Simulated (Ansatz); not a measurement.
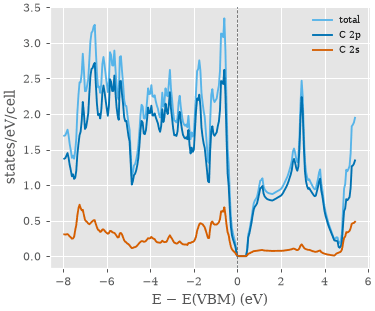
*Total and projected density of states of C in space group C2/c (No. 15; C on 8f, C on 8f), DFT-r²SCAN in the program Ansatz with PAW potentials*

Which orbitals carry the states next to the gap?

Top 1 eV of the valence band: C 2p 78 %, C 2s 21 %. Bottom 1 eV of the conduction band: C 2p 89 %, C 2s 9 %. Projections are on Löwdin-orthogonalised atomic valence shells; empty p or d shells of many metals are not among them.

Where is the tallest occupied peak in this window, and what makes it?

Near -0.6 eV, about 3.3 states/eV per cell; the largest projected share is C 2p.

The start of the workflow was typed in or built on a structure type; neither database checked (COD, Materials Project) lists it. It is not the phase usual at ambient conditions (space group No. 194, 227). The r²SCAN relaxation kept the symmetry of its start; its stability against distortions is not shown here. The volume moved by 103 % from the start of the relaxation.

Potentials: the later of the program's two PAW sets.
